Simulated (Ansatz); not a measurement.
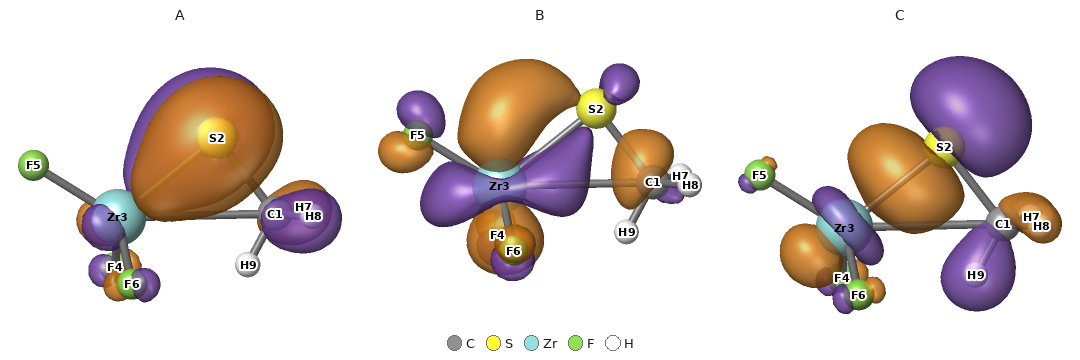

CH3F3SZr. Three frontier orbitals at ±0.1 Å⁻³ᐟ² (orange and purple are the two phases), in no order.

Geometry: PBE0-D4/def2-TZVP; core potentials replace the inner electrons of Zr.

Computed with Ansatz 0.2.0, RKS PBE0-D4/def2-TZVPP.

The calculation's input:

```
crystal:
  periodic: [false, false, false]
  atoms:
    - {symbol: C, position_ang: [0.153873, -1.305603, 0.784699]}
    - {symbol: S, position_ang: [1.421194, -0.648194, -0.357984]}
    - {symbol: Zr, position_ang: [-0.021413, 1.228785, -0.807105]}
    - {symbol: F, position_ang: [-1.669265, 0.570188, -1.487049]}
    - {symbol: F, position_ang: [0.819384, 2.386644, -2.046813]}
    - {symbol: F, position_ang: [-0.379475, 2.118330, 0.833645]}
    - {symbol: H, position_ang: [-0.166539, -2.283441, 0.429793]}
    - {symbol: H, position_ang: [0.586738, -1.387123, 1.780074]}
    - {symbol: H, position_ang: [-0.744497, -0.679586, 0.870750]}
basis:
  gaussian: {orbitals: def2-TZVPP}
hamiltonian: {xc: pbe0, dispersion: d4}
output: {orbitals: {seedname: orbitals}}
```

Command:

```sh
ansatz run in.yaml --threads 4 --pin off --events-out ev --progress --plain --max-ram 11315MiB
```

### Which picture is the HOMO−1, the HOMO and the LUMO?

C is the HOMO−1 (−8.54 eV). Its weight (Hirshfeld) is mainly on S2 (about 65 %), Zr3 (about 20 %) and C1 (about 5 %). A is the HOMO (−7.64 eV). It lies mainly on S2 (about 75 %), Zr3 (about 15 %) and C1 (about 5 %); largely a lone pair of S2. B is the LUMO (−1.63 eV). Its weight (Hirshfeld) is mainly on Zr3 (about 65 %), S2 (about 10 %), F5 (about 10 %) and C1 (about 5 %).

### What is the HOMO–LUMO gap?

6.01 eV between the orbital energies.
